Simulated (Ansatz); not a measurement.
# AlCl (aluminium monochloride): CAM-B3LYP/aug-cc-pVTZ

What is the electronic atomisation energy of AlCl (aluminium monochloride) at CAM-B3LYP/aug-cc-pVTZ? 

Program for the calculation: Ansatz 0.2.0.

34 further runs of the same task are left out: 34 set aside as unsound or not needed.

## (1) The system as given

AlCl has 2 atoms, charge 0, and is taken as a singlet. SMILES: `[Al][Cl]`. Geometry: the measured bond length.

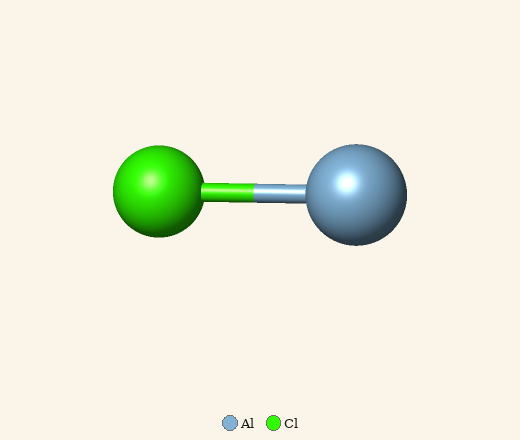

Viewed from a chosen angle; aluminium light blue, chlorine green.

## (2) The energy at CAM-B3LYP/aug-cc-pVTZ

input.yaml reads:

```yaml
crystal:
  periodic: [false, false, false]
  atoms:
    - symbol: Al
      position_ang: [0.000000, 0.000000, 0.000000]
    - symbol: Cl
      position_ang: [0.000000, 0.000000, 2.130113]
basis:
  gaussian:
    orbitals: aug-cc-pVTZ
total_charge: 0
hamiltonian:
  xc: {name: CAM-B3LYP}
accuracy: high
output:
  orbitals: {seedname: orbitals}
```

Command:

```sh
$ ansatz run input.yaml --threads 1 --pin off --max-ram 3480MiB --events-out events.jsonl --progress --plain --runs-dir runs
```

Output:

```text
Warning: RAYON_NUM_THREADS=1 ignored (pool sized by the plan → 1); use --threads N
Functional definition: CAM-B3LYP
  name "CAM-B3LYP"
  parameter alpha = 0.19
  parameter beta = 0.46
  parameter omega = 0.33/bohr
  parameter ac = 0.81
  exchange = (1 - alpha - beta)*b88_x + beta*b88_x_sr(omega) + alpha*exact_x + beta*exact_x_lr(omega)
  correlation = (1 - ac)*vwn5_c + ac*lyp_c
1311 factors; integrals over basis functions are off by at most 4.0e-9 eV
448 factors; integrals over basis functions are off by at most 1.7e-9 eV
mean field evaluation 1: about -19121.4123 eV, gradient 1.7e1 eV
mean field evaluation 2: about -19121.6312 eV, gradient 1.7e1 eV
mean field evaluation 4: about -19122.2745 eV, gradient 9.8e-1 eV
mean field evaluation 8: about -19122.2794 eV, gradient 1.2e-2 eV
mean field evaluation 16: about -19122.2794 eV, gradient 1.1e-6 eV
mean field -19122.27936237 eV, -702.7308050206 hartree, gradient 1.9e-8 eV, S^2 0.000000; 0 other end points of the search recorded, 0 dependent functions left out
reference -19122.27937559 eV, -702.7308055063 hartree; 15, 15 occupied and 85, 85 virtual orbitals, 1311 factors
Total energy: -19122.27937559 eV, -702.7308055063 hartree
```

Wall time 5.4 s (1 thread of AMD EPYC 7R13 (Zen 3), shared host); peak memory 0.26 GiB.

## (3) The Al atom, same level

job.yaml reads:

```yaml
crystal:
  periodic: [false, false, false]
  atoms:
    - {symbol: Al, position_ang: [0.000000, 0.000000, 0.000000]}
basis:
  gaussian: {orbitals: aug-cc-pVTZ}
magnetization: {spin_polarized: true, initial_magnetization: 1}
hamiltonian: {xc: {name: CAM-B3LYP}}
accuracy: high
```

Run the same way, it converges to -242.37003 Eh (log not shown).

## (4) The Cl atom at the same level

job.yaml reads:

```yaml
crystal:
  periodic: [false, false, false]
  atoms:
    - symbol: Cl
      position_ang: [0.000000, 0.000000, 0.000000]
basis:
  gaussian:
    orbitals: aug-cc-pVTZ
magnetization:
  spin_polarized: true
  initial_magnetization: 1
hamiltonian:
  xc: {name: CAM-B3LYP}
accuracy: high
```

Run the same way, it converges to -460.17456 Eh (log not shown).

## (5) Summary of results

Level: CAM-B3LYP/aug-cc-pVTZ.

| quantity | value |
| --- | --- |
| molecule: total energy | -702.73081 Eh |
| molecule: HOMO energy | -8.21 eV |
| molecule: LUMO energy | -0.74 eV |
| molecule: HOMO–LUMO gap | 7.47 eV |
| Al atom: total energy | -242.37003 Eh |
| Al atom: ⟨S²⟩ | 0.756 |
| Cl atom: total energy | -460.17456 Eh |
| Cl atom: ⟨S²⟩ | 0.753 |
| electronic atomisation energy | 5.067 eV |

What this shows: Taking the molecule apart into free atoms costs 5.07 eV (117 kcal/mol), before zero-point energy and without spin-orbit coupling.
